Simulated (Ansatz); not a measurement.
# Si2H6 (disilane): B2PLYP/aug-cc-pVDZ

Aim: the electronic atomisation energy of Si2H6 (disilane) at B2PLYP/aug-cc-pVDZ, from 3 runs. 

The calculation is run with Ansatz 0.2.0.

35 further runs of the same task are left out: 7 that didn't finish, 28 set aside as unsound or not needed. Runs told in other sessions of the task aren't counted.

### Step 1. Starting point

The species is Si2H6 (8 atoms), meant as a singlet with charge 0. As SMILES, `[SiH3][SiH3]`. The shape is that of a PBE0-D4/def2-TZVP optimisation.

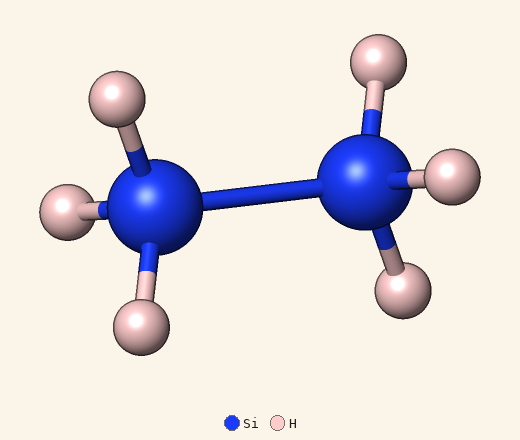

Viewed from a chosen angle; silicon blue, hydrogen pink.

### Step 2. A single-point energy at B2PLYP/aug-cc-pVDZ

job.yaml

```yaml
crystal:
  periodic: [false, false, false]
  atoms:
    - {symbol: Si, position_ang: [-0.340500, 0.490200, -1.004900]}
    - {symbol: Si, position_ang: [0.363500, -0.504400, 0.991000]}
    - {symbol: H, position_ang: [0.833900, 0.948200, -1.794900]}
    - {symbol: H, position_ang: [-1.112900, -0.483900, -1.821900]}
    - {symbol: H, position_ang: [-1.208000, 1.664100, -0.717900]}
    - {symbol: H, position_ang: [1.139000, 0.468600, 1.806300]}
    - {symbol: H, position_ang: [1.228100, -1.680500, 0.704000]}
    - {symbol: H, position_ang: [-0.811000, -0.959200, 1.782600]}
basis:
  gaussian:
    orbitals: aug-cc-pVDZ
hamiltonian:
  xc: {name: B2PLYP}
correlation:
  frozen_orbitals: {H: 0, Si: 5}
accuracy: high
output:
  orbitals: {seedname: orbitals}
```

Started as:

```sh
$ ansatz run job.yaml --threads 1 --pin off --max-ram 3480MiB --events-out events.jsonl --progress --plain --runs-dir runs
```

Standard output:

```text
Warning: RAYON_NUM_THREADS=1 ignored (pool sized by the plan → 1); use --threads N
Functional definition: B2PLYP
  name "B2PLYP"
  parameter a = 0.53
  parameter c = 0.27
  exchange = (1 - a)*b88_x + a*exact_x
  correlation = (1 - c)*lyp_c + c*(mp2_os + mp2_ss)
2209 factors; integrals over basis functions are off by at most 3.3e-9 eV
mean field evaluation 1: about -15842.7142 eV, gradient 9.0e0 eV
mean field evaluation 2: about -15842.7735 eV, gradient 8.9e0 eV
mean field evaluation 4: about -15843.1523 eV, gradient 7.9e-1 eV
mean field evaluation 8: about -15843.1552 eV, gradient 1.9e-3 eV
mean field evaluation 16: about -15843.1552 eV, gradient 3.0e-7 eV
mean field -15843.15523715 eV, -582.2252160889 hartree, gradient 9.3e-8 eV, S^2 0.000000; 0 other end points of the search recorded, 0 dependent functions left out
10 core orbitals not correlated: weight in the atoms' cores, before any rotation towards them, 1.000 or more for the frozen orbitals, at most 0.000 for the correlated occupied ones
reference -15843.15527084 eV, -582.2252173270 hartree; 7, 7 occupied and 91, 91 virtual orbitals, 2209 factors
second order -7.62332813 eV of doubles, -0.00000000 eV of singles
Total energy: -15845.21356943 eV, -582.3008584052 hartree
```

It took 16 s on 1 thread of Arm Neoverse V1, shared host; peak memory 0.37 GiB.

### Step 3. The H atom, same level

run.yaml

```yaml
crystal:
  periodic: [false, false, false]
  atoms:
    - {symbol: H, position_ang: [0.000000, 0.000000, 0.000000]}
basis:
  gaussian:
    orbitals: aug-cc-pVDZ
total_charge: 0
magnetization:
  spin_polarized: true
  initial_magnetization: 1
hamiltonian:
  xc: {name: B2PLYP}
correlation:
  frozen_orbitals: {H: 0}
accuracy: high
```

Run the same way, it converges to -0.49815 Eh (log not shown).

### Step 4. The Si atom, same level

run.yaml

```yaml
crystal:
  periodic: [false, false, false]
  atoms:
    - {symbol: Si, position_ang: [0.000000, 0.000000, 0.000000]}
basis:
  gaussian:
    orbitals: aug-cc-pVDZ
accuracy: high
correlation:
  frozen_orbitals: {Si: 5}
magnetization:
  spin_polarized: true
  initial_magnetization: 2
hamiltonian:
  xc: {name: B2PLYP}
```

Run the same way, it converges to -289.24962 Eh (log not shown).

### Step 5. What came out

At B2PLYP/aug-cc-pVDZ, 10 core orbitals frozen:

```
                                     quantity          value
                       molecule: total energy  -582.30086 Eh
  molecule: HOMO energy (SCF part's orbitals)       -9.34 eV
  molecule: LUMO energy (SCF part's orbitals)        0.35 eV
molecule: HOMO–LUMO gap (SCF part's orbitals)        9.69 eV
                         H atom: total energy    -0.49815 Eh
                                 H atom: ⟨S²⟩          0.750
                        Si atom: total energy  -289.24962 Eh
                                Si atom: ⟨S²⟩          2.007
                electronic atomisation energy      22.115 eV
```

What this shows: Taking the molecule apart into free atoms costs 22.12 eV (510 kcal/mol), before zero-point energy and without spin-orbit coupling.
